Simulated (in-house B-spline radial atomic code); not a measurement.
Ionisation energy of Tc ([Kr] 4d⁵ 5s² → [Kr] 4d⁵ 5s). All-electron spherical atom, scalar X2C, CAM-B3LYP start, no spin-orbit coupling, Breit or QED terms; computed with a B-spline radial code. Differences of total energies, each species on its own start, beside the G₀W₀ level.

```
Z = 43
electrons = 43.0
configuration = [Kr] 4d5 5s2
hamiltonian = x2c
method = camb3lyp
lmax = 9
rms_radius = 4.411169945885085
spin_polarised = True
box_radius = 40.0
intervals = 73
ion_configuration = [Kr] 4d5 5s1
```

Run as:
```bash
python run_gw.py task.json out
```

By method:

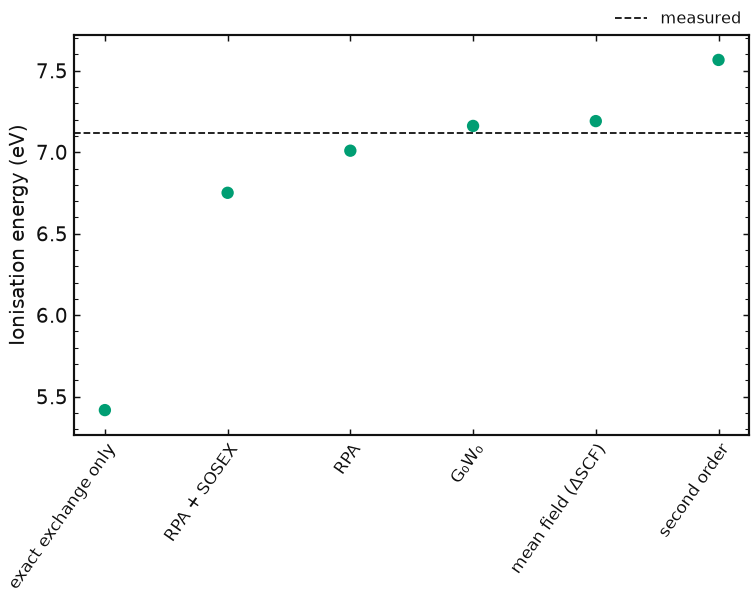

```
             Method  Ionisation energy (eV)
  mean field (ΔSCF)                    7.19
exact exchange only                    5.42
       second order                    7.57
                RPA                    7.01
        RPA + SOSEX                    6.75
               G₀W₀                    7.16
```

The values run from 5.42 eV (exact exchange only) to 7.57 eV (second order). The measured value is 7.12 eV; nearest to it come G₀W₀ (+0.04) and mean field (ΔSCF) (+0.07), furthest exact exchange only (−1.70 eV).
